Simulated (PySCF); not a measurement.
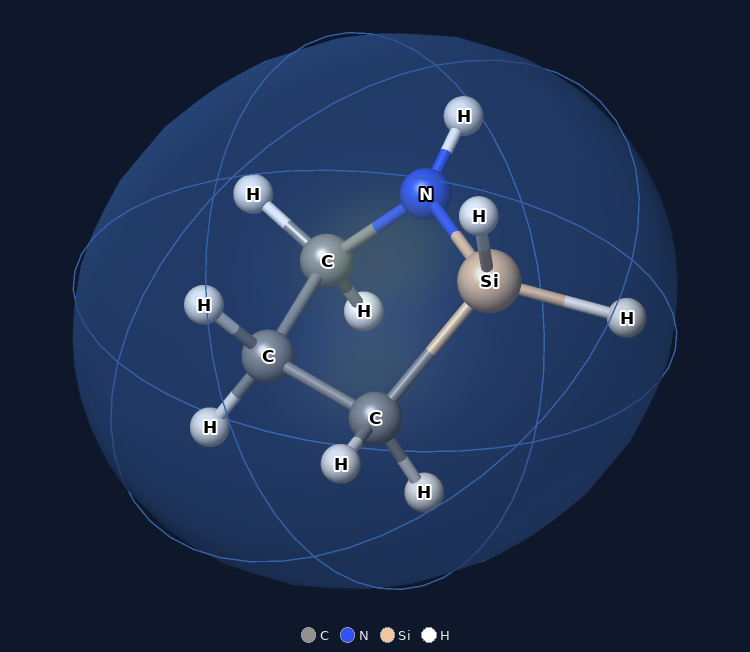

The ellipsoid shows the static dipole polarisability: its half-axes are proportional to the principal values. The geometry was computed by an optimisation with PBE0-D3(BJ)/def2-SVP. No frequency run is at hand to confirm it as a minimum. Level of theory: PBE0/aug-cc-pVDZ (PySCF 2.14.0).

Give the principal values, the mean and the anisotropy.

Principal values 63.2, 69.2, 80.1 bohr³; mean 70.8 bohr³ (10.49 Å³); anisotropy 14.8 bohr³, so the longest axis is 1.27 times the shortest.
